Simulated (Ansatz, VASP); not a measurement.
# YSb: VASP beside Ansatz

One calculation is typed for both programs; each brings its own data sets. How far apart do they land? The cell is taken from a series of VASP runs on this material, whose earlier steps may have relaxed, scaled or displaced it; both programs get it as it stands. Valence electrons are named where the data sets of a main pair hold unlike numbers.

Calculated with Ansatz 0.2.0; plane waves, with VASP 6.6.1 beside it; band structure at PBEsol, spin-orbit coupling.

**1. Set-up**

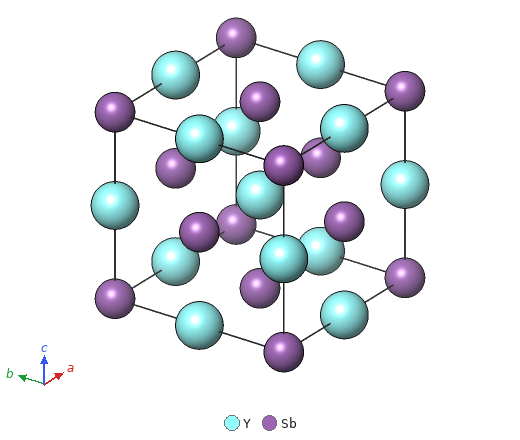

The cell as given, from a free direction (yttrium light teal, antimony purple). This picture shows the conventional cell, with its axes. Some periodic images of atoms are drawn too.

Coordinates:

```
Y Sb
1.0
     0.00000    3.05919    3.05919
     3.05919    0.00000    3.05919
     3.05919    3.05919    0.00000
Y Sb
1 1
Direct
  0.50000 0.50000 0.50000
  0.00000 0.00000 0.00000
```

**2. VASP: band structure, PBEsol, spin-orbit coupling**

A single point gives forces, pressure and levels at one fixed geometry, so differences don't come from the geometry; what else differs is listed under the comparison.

Lines of VASP's logs that name or quote its potential files are left out, and so is its time.

INCAR reads:

```
SYSTEM = YSb
PREC = Accurate
ENCUT = 400
EDIFF = 1E-06
NELM = 100
ISMEAR = 0
SIGMA = 0.05
LREAL = .FALSE.
ALGO = Normal
GGA = PS
LNONCOLLINEAR = .TRUE.
MAGMOM = 0 0 0 0 0 0
NBANDS = 28
GGA_COMPAT = .FALSE.
LASPH = .TRUE.
LSORBIT = .TRUE.
LMAXMIX = 4
LORBIT = 11
LWAVE = .FALSE.
LCHARG = .FALSE.
KPAR = 2
```

POSCAR reads:

```
YSb
1.0
    0.0000000000      3.0591892983      3.0591892983
    3.0591892983      0.0000000000      3.0591892983
    3.0591892983      3.0591892983      0.0000000000
Y Sb
1 1
Direct
    0.5000000000      0.5000000000      0.5000000000
    0.0000000000      0.0000000000      0.0000000000
```

KPOINTS reads:

```
Automatic mesh
0
Gamma
5 5 5
0 0 0
```

KPOINTS_OPT reads:

```
Line mode
16
Line-mode
Reciprocal
  0.00000000   0.00000000   0.00000000 GAMMA
  0.50000000   0.00000000   0.50000000 X

  0.50000000   0.00000000   0.50000000 X
  0.50000000   0.25000000   0.75000000 W

  0.50000000   0.25000000   0.75000000 W
  0.37500000   0.37500000   0.75000000 K

  0.37500000   0.37500000   0.75000000 K
  0.00000000   0.00000000   0.00000000 GAMMA

  0.00000000   0.00000000   0.00000000 GAMMA
  0.50000000   0.50000000   0.50000000 L

  0.50000000   0.50000000   0.50000000 L
  0.62500000   0.25000000   0.62500000 U

  0.62500000   0.25000000   0.62500000 U
  0.50000000   0.25000000   0.75000000 W

  0.50000000   0.25000000   0.75000000 W
  0.50000000   0.50000000   0.50000000 L

  0.50000000   0.50000000   0.50000000 L
  0.37500000   0.37500000   0.75000000 K

  0.62500000   0.25000000   0.62500000 U
  0.50000000   0.00000000   0.50000000 X
```

PAW data sets: Y_sv and Sb (PBE family, release 64).

Started as:

```sh
> mpirun -np 2 vasp_ncl
```

Numbers of over 12 decimals in the logs are rounded to 6 here.

What it wrote:

```text
[banner, memory and clock lines left out]
running    2 mpi-ranks, on    1 nodes
 distrk:  each k-point on    1 cores,    2 groups
 distr:  one band on    1 cores,    1 groups

 POSCAR found type information on POSCAR Y Sb
 POSCAR found :  2 types and       2 ions
|                                                                             |
|               ----> ADVICE to this user running VASP <----                  |
|                                                                             |
|     You enforced a specific xc type in the INCAR file but a different       |
|     [... a line on the potential file left out ...]
|     I HOPE YOU KNOW WHAT YOU ARE DOING!                                     |
|                                                                             |

 LDA part: xc-table for (Slater+PW92), standard interpolation
 POSCAR, INCAR and KPOINTS ok, starting setup
 FFT: planning ... GRIDC
 FFT: planning ... GRID_SOFT
 FFT: planning ... GRID
 WAVECAR not read
 entering main loop
       N       E                     dE             d eps       ncg     rms          rms(c)
DAV:   1     0.650711391736E+02    0.65071E+02   -0.58277E+03   560   0.830E+02
DAV:   2    -0.858744857363E+01   -0.73659E+02   -0.69802E+02   688   0.224E+02
DAV:   3    -0.143052583482E+02   -0.57178E+01   -0.56267E+01   928   0.428E+01
DAV:   4    -0.146550582458E+02   -0.34980E+00   -0.34716E+00   756   0.101E+01
DAV:   5    -0.146660454123E+02   -0.10987E-01   -0.10986E-01   780   0.166E+00    0.273E+01
DAV:   6    -0.139484200836E+02    0.71763E+00   -0.95692E-01   628   0.578E+00    0.182E+01
DAV:   7    -0.138939055073E+02    0.54515E-01   -0.65863E-01   752   0.474E+00    0.686E+00
DAV:   8    -0.138847198225E+02    0.91857E-02   -0.60011E-02   668   0.140E+00    0.232E+00
DAV:   9    -0.138794438774E+02    0.52759E-02   -0.32917E-02   604   0.119E+00    0.569E-01
DAV:  10    -0.138789921881E+02    0.45169E-03   -0.37863E-03   664   0.369E-01    0.151E-01
DAV:  11    -0.138789963692E+02   -0.41811E-05   -0.18069E-04   712   0.103E-01    0.709E-02
DAV:  12    -0.138789976222E+02   -0.12530E-05   -0.23897E-05   772   0.290E-02    0.137E-02
DAV:  13    -0.138789972868E+02    0.33547E-06   -0.10097E-06   520   0.885E-03
   1 F= -.13878997E+02 E0= -.13878320E+02  d E =-.135406E-02  mag=     0.0000     0.0000    -0.0000
 Start KPOINTS_OPT (optional k-point list driver)
k-point batch [1-10\160]
       N       E                     dE             ncg
DAV:   1    -0.854748029830E+03   -0.15670E+04      568
DAV:   2    -0.152911799987E+04   -0.67437E+03      704
DAV:   3    -0.158716656475E+04   -0.58049E+02      920
DAV:   4    -0.159081226228E+04   -0.36457E+01      736
DAV:   5    -0.159093619965E+04   -0.12394E+00      796
DAV:   6    -0.159093741505E+04   -0.12154E-02      716
DAV:   7    -0.159093744934E+04   -0.34288E-04      792
DAV:   8    -0.159093745046E+04   -0.11266E-05      428
DAV:   9    -0.159093745052E+04   -0.52930E-07      376
[...]
k-point batch [151-160\160]
       N       E                     dE             ncg
DAV:   1    -0.874630461825E+03   -0.54178E+04      584
DAV:   2    -0.159266582957E+04   -0.71804E+03      732
DAV:   3    -0.164632034642E+04   -0.53655E+02      824
DAV:   4    -0.164918545395E+04   -0.28651E+01      752
DAV:   5    -0.164925496004E+04   -0.69506E-01      728
DAV:   6    -0.164925533788E+04   -0.37785E-03      680
DAV:   7    -0.164925535601E+04   -0.18126E-04      768
DAV:   8    -0.164925535615E+04   -0.14359E-06      544
```

From OUTCAR (step 2):

```text
ion  position               nearest neighbor table
   1  0.500  0.500  0.500-   2 3.06   2 3.06   2 3.06   2 3.06   2 3.06   2 3.06
   2  0.000  0.000  0.000-   1 3.06   1 3.06   1 3.06   1 3.06   1 3.06   1 3.06

  LATTYP: Found a face centered cubic cell.
 ALAT       =     6.1183785966

 Subroutine GETGRP returns: Found 48 space group operations
 (whereof 48 operations were pure point group operations)

The static configuration has the point symmetry O_h .

 Found     10 irreducible k-points:

   k-points           NKPTS =     10   k-points in BZ     NKDIM =     10   number of bands    NBANDS=     28

   dimension x,y,z NGX =    28 NGY =   28 NGZ =   28
   dimension x,y,z NGXF=    56 NGYF=   56 NGZF=   56

   ENCUT  =  400.0 eV  29.40 Ry    5.42 a.u.   7.06  7.06  7.06*2*pi/ulx,y,z

   NELECT =      16.0000    total number of electrons

 k-points in reciprocal lattice and weights: Automatic mesh
   0.00000000  0.00000000  0.00000000       0.008
   0.20000000  0.00000000  0.00000000       0.064
   0.40000000  0.00000000  0.00000000       0.064
   0.20000000  0.20000000  0.00000000       0.048
   0.40000000  0.20000000  0.00000000       0.192
  -0.40000000  0.20000000  0.00000000       0.192
  -0.20000000  0.20000000  0.00000000       0.096
   0.40000000  0.40000000  0.00000000       0.048
  -0.40000000  0.40000000  0.00000000       0.096
  -0.40000000  0.40000000  0.20000000       0.192

 average (electrostatic) potential at core
       1 -35.3052       2 -86.0664

 E-fermi :   5.0662

 k-point     1 :       0.0000    0.0000    0.0000
  band No.  band energies     occupation
    ...
      6     -16.9250      1.00000
      7     -16.9250      1.00000
      8     -16.9250      1.00000
      9      -4.7158      1.00000
     10      -4.7158      1.00000
     11       5.5414      0.00000
     12       5.5414      0.00000
     13       6.3178      0.00000
     14       6.3178      0.00000
     15       6.3178      0.00000
    ...

 k-point     2 :       0.2000    0.0000    0.0000
  band No.  band energies     occupation
    ...
     12       3.5168      1.00000
     13       4.4252      1.00000
     14       4.4252      1.00000
     15       4.6769      1.00000
     16       4.6769      1.00000
     17       6.8697      0.00000
     18       6.8697      0.00000
     19       6.8822      0.00000
     20       6.8822      0.00000
     21       7.0187      0.00000
    ...

 k-point     3 :       0.4000    0.0000    0.0000
  band No.  band energies     occupation
    ...
     12       1.3092      1.00000
     13       3.4287      1.00000
     14       3.4287      1.00000
     15       3.6862      1.00000
     16       3.6862      1.00000
     17       7.7740      0.00000
     18       7.7740      0.00000
     19       7.9531      0.00000
     20       7.9531      0.00000
     21       7.9533      0.00000
    ...

  Total       -0.0186287     -0.0186287     -0.0186287      0.0000000      0.0000000     -0.0000000
  in kB       -0.5212488     -0.5212488     -0.5212488      0.0000000      0.0000000     -0.0000000
  external PRESSURE =      -0.5212488 kB  Pullay stress =       0.0000000 kB

  energy-cutoff  :      400.00
  volume of cell :       57.26
      direct lattice vectors                 reciprocal lattice vectors
     0.000000000  3.059189298  3.059189298    -0.163441994  0.163441994  0.163441994
     3.059189298  0.000000000  3.059189298     0.163441994 -0.163441994  0.163441994
     3.059189298  3.059189298  0.000000000     0.163441994  0.163441994 -0.163441994

 POSITION                                       TOTAL-FORCE (eV/Angst)
 -----------------------------------------------------------------------------------
      3.05919      3.05919      3.05919         0.000000      0.000000      0.000000
      0.00000      0.00000      0.00000        -0.000000     -0.000000     -0.000000
 -----------------------------------------------------------------------------------
    total drift:                                0.000000      0.000000      0.000000

  FREE ENERGIE OF THE ION-ELECTRON SYSTEM (eV)
  ---------------------------------------------------
  free  energy   TOTEN  =       -13.8789972868 eV

  energy  without entropy=      -13.8776432318  energy(sigma->0) =      -13.87832026

 Spin-Orbit-Coupling matrix elements
 Ion:    1  E_soc:     -0.1003836
 Ion:    2  E_soc:     -0.1292637

 total charge
# of ion       s       p       d       f       tot
--------------------------------------------------
    1        2.170   6.325   0.983   0.028   9.506
    2        1.118   1.459   0.015   0.000   2.591
--------------------------------------------------
tot          3.287   7.784   0.997   0.028  12.096

 magnetization (x)
# of ion       s       p       d       f       tot
--------------------------------------------------
    1        0.000  -0.000   0.000  -0.000  -0.000
    2       -0.000   0.000   0.000   0.000  -0.000
--------------------------------------------------
tot         -0.000  -0.000   0.000  -0.000  -0.000

 magnetization (y)
# of ion       s       p       d       f       tot
--------------------------------------------------
    1        0.000  -0.000   0.000   0.000  -0.000
    2       -0.000   0.000  -0.000   0.000  -0.000
--------------------------------------------------
tot         -0.000  -0.000  -0.000   0.000  -0.000

 magnetization (z)
# of ion       s       p       d       f       tot
--------------------------------------------------
    1       -0.000  -0.000   0.000   0.000  -0.000
    2       -0.000   0.000   0.000   0.000   0.000
--------------------------------------------------
tot         -0.000  -0.000   0.000   0.000   0.000

[... 3 further parts left out ...]
```

The k-mesh is coarse for a metal. The PAW data sets were made with PBE, which is usual practice but a small mismatch for other functionals.

[end of part 1 of 2]

[Lines on the potential files, build, host, timing and source positions are cut from VASP's logs without a mark.]

[Logs are printed without paths, hosts, clocks, repeated set-up lines and the standing remarks that a program may print on its own settings, such as how far it seeks lower states.]

[Hosts, paths, dates, database ids (printed as entryN), source tags and the programs' standing remarks are cut or masked in the printed files.]
